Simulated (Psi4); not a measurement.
**HO2 (hydroperoxy): UPBE/def2-TZVPPD**

Aim: the vertical ionisation energy of HO2 (hydroperoxy) at UPBE/def2-TZVPPD, from 2 runs. 

The calculation is run with Psi4 1.11.

1 further run of the same task is left out (set aside as unsound or not needed).

## 1. The molecule

HO2: 3 atoms, total charge 0, spin state doublet. SMILES: `[O]O`. Geometry: relaxed at PBE0-D4/def2-TZVP.

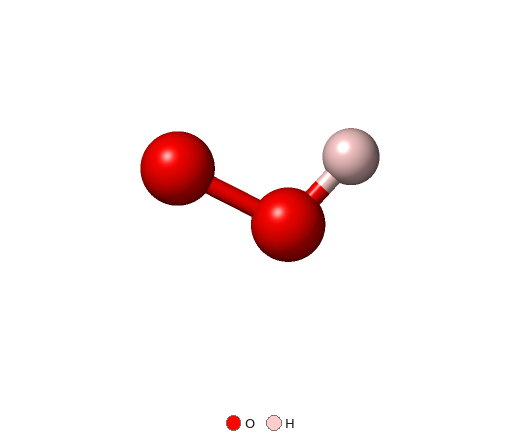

Viewed from a chosen angle; oxygen red, hydrogen pink.

## 2. A single-point energy at UPBE/def2-TZVPPD

File ho2.xyz:

```xyz
3
HO2
O     -0.355150     0.941950    -0.088650
O     -0.244540    -0.359400    -0.172440
H      0.599690    -0.582550     0.261090
```

File run.py:

```python
import psi4

psi4.set_memory('2200 MB')
psi4.set_num_threads(1)
psi4.set_output_file('run.log', False)

with open('ho2.xyz') as f:
    atoms = ''.join(f.readlines()[2:])
mol = psi4.geometry('0 2\n' + atoms + 'symmetry c1')

psi4.set_options({
    'basis': 'def2-TZVPPD',
    'reference': 'uks',
    'puream': True,
    'e_convergence': 1e-09,
    'd_convergence': 1e-08,
    'scf_type': 'pk',
    'dft_radial_points': 99,
    'dft_spherical_points': 590,
    'maxiter': 100,
})

e_tot = psi4.energy('pbe')
print(f'pbe energy: {e_tot:.10f} Eh')
```

On the command line:

```bash
$ python run.py
```

run.log:

```text
[...]
  Running in c1 symmetry.
[...]
  Nuclear repulsion =   32.530556905833272
[...]
  Multiplicity = 2
[...]
  Nalpha       = 9
  Nbeta        = 8
[...]
    Number of basis functions: 97
[...]
   @UKS iter   1:  -150.75604494949829   -2.35300e-01   4.67604e-03 ADIIS/DIIS
[...]
   @UKS iter  12:  -150.83127603698165   -7.95808e-13   1.86865e-09 DIIS
[...]
   @S^2 Observed:                7.522258189E-01
[...]
    Orbital Energies [Eh]
    ---------------------
    Alpha Occupied:
       1A    -18.884185     2A    -18.829876     3A     -1.124438
       4A     -0.796201     5A     -0.519458     6A     -0.444300
       7A     -0.439650     8A     -0.248264     9A     -0.243164
    Alpha Virtual:
      10A     -0.032331    11A      0.018498    12A      0.059619
      13A      0.060500    14A      0.087404    15A      0.099836
      16A      0.111300    17A      0.114426    18A      0.144652
      19A      0.174895    20A      0.219174    21A      0.243636
      22A      0.253519    23A      0.360062    24A      0.375044
      25A      0.377942    26A      0.428626    27A      0.434245
[...]
  @UKS Final Energy:  -150.83127603698165
   => Energetics <=
    Nuclear Repulsion Energy =             32.5305569058332722
    One-Electron Energy =                -271.7416642422933819
    Two-Electron Energy =                 105.6605842933988981
    DFT Exchange-Correlation Energy =     -17.2807529939204443
    Empirical Dispersion Energy =           0.0000000000000000
    VV10 Nonlocal Energy =                  0.0000000000000000
    Total Energy =                       -150.8312760369816488
[...]
 Multipole Moments:
 ------------------------------------------------------------------------------------
     Multipole            Electronic (a.u.)      Nuclear  (a.u.)        Total (a.u.)
 ------------------------------------------------------------------------------------
 L = 1.  Multiply by 2.5417464519 to convert [e a0] to [Debye]
 Dipole X            :         -0.2271072            0.8880226            0.6609154
 Dipole Y            :          0.2172565           -0.7976444           -0.5803879
 Dipole Z            :         -0.0000000           -0.0000000           -0.0000000
 Magnitude           :                                                    0.8795791
[...]
```

On the terminal:

```text
pbe energy: -150.8312760370 Eh
```

Run time: 26 s. Hardware: 1 thread of Intel Xeon at 2.50GHz (Skylake/Cascade Lake), shared host; peak memory 0.83 GiB.

## 3. The singlet cation: energy and forces at PBE/def2-TZVPPD

File calc.in:

```
memory 2200 MB

molecule system {
  1 1
  O
  O 1 R2
  H 2 R3 1 A3

  R2 = 1.308727
  R3 = 0.97492
  A3 = 105.80222
  symmetry c1
  no_reorient
  no_com
}

set basis def2-TZVPPD
set puream true
set e_convergence 1e-09
set d_convergence 1e-08
set scf_type pk
set dft_radial_points 99
set dft_spherical_points 590

E, wfn = gradient('pbe', return_wfn=True)
oeprop(wfn, 'LOWDIN_CHARGES', 'WIBERG_LOWDIN_INDICES', 'MAYER_INDICES', title='PBE')
```

On the command line:

```bash
$ psi4 -n 1 calc.in calc.out
```

calc.out:

```text
[...]
  Running in c1 symmetry.
[...]
  Nuclear repulsion =   32.530561813267639
[...]
  Multiplicity = 1
[...]
  Nalpha       = 8
  Nbeta        = 8
[...]
    Number of basis functions: 97
[...]
   @RKS iter   1:  -150.37295025325571    1.47795e-01   2.31240e-03 ADIIS/DIIS
[...]
   @RKS iter  11:  -150.38898949590146   -2.21974e-11   9.07001e-09 DIIS
[...]
    Orbital Energies [Eh]
    ---------------------
    Doubly Occupied:
       1A    -19.342194     2A    -19.307695     3A     -1.541223
       4A     -1.197484     5A     -0.917281     6A     -0.841186
       7A     -0.837677     8A     -0.642047
[...]
  @RKS Final Energy:  -150.38898949590146
   => Energetics <=
    Nuclear Repulsion Energy =             32.5305618132676386
    One-Electron Energy =                -264.5512899414217145
    Two-Electron Energy =                  98.4691345975373622
    DFT Exchange-Correlation Energy =     -16.8373959652847454
    Empirical Dispersion Energy =           0.0000000000000000
    VV10 Nonlocal Energy =                  0.0000000000000000
    Total Energy =                       -150.3889894959014555
[...]
 Multipole Moments:
 ------------------------------------------------------------------------------------
     Multipole            Electronic (a.u.)      Nuclear  (a.u.)        Total (a.u.)
 ------------------------------------------------------------------------------------
 L = 1.  Multiply by 2.5417464519 to convert [e a0] to [Debye]
 Dipole X            :         -0.0822197            0.8522822            0.7700625
 Dipole Y            :          0.2240471           -0.8357249           -0.6116778
 Dipole Z            :          0.0000103            0.0000000            0.0000103
 Magnitude           :                                                    0.9834358
[...]
  -Total Gradient:
     Atom            X                  Y                   Z
    ------   -----------------  -----------------  -----------------
       1        0.001281253694     0.085950429789    -0.000000957249
       2        0.037778622690    -0.098793307815     0.000005209207
       3       -0.039060478659     0.012843080966    -0.000004251940
[...]
```

Wall time 31 s (1 thread of Intel Xeon at 2.50GHz (Skylake/Cascade Lake), shared host); peak memory 0.83 GiB.

## 4. Summary of results

Level: UPBE/def2-TZVPPD.

```
                                          quantity          value
                         doublet HO2: total energy  -150.83128 Eh
                        doublet HO2: dipole moment         2.24 D
   doublet HO2: HOMO energy (highest over α and β)       -6.20 eV
    doublet HO2: LUMO energy (lowest over α and β)       -4.69 eV
                                 doublet HO2: ⟨S²⟩          0.752
                      singlet cation: total energy  -150.38899 Eh
                       singlet cation: HOMO energy      -17.47 eV
                       singlet cation: LUMO energy      -17.44 eV
                     singlet cation: HOMO–LUMO gap        0.03 eV
          singlet cation: largest force on an atom     5.439 eV/Å
vertical ionisation energy (to the singlet cation)      12.035 eV
```

**Reading.** Removing an electron at fixed nuclei costs 12.04 eV (278 kcal/mol). Only the singlet of the ionised species was computed; a triplet could lie lower.
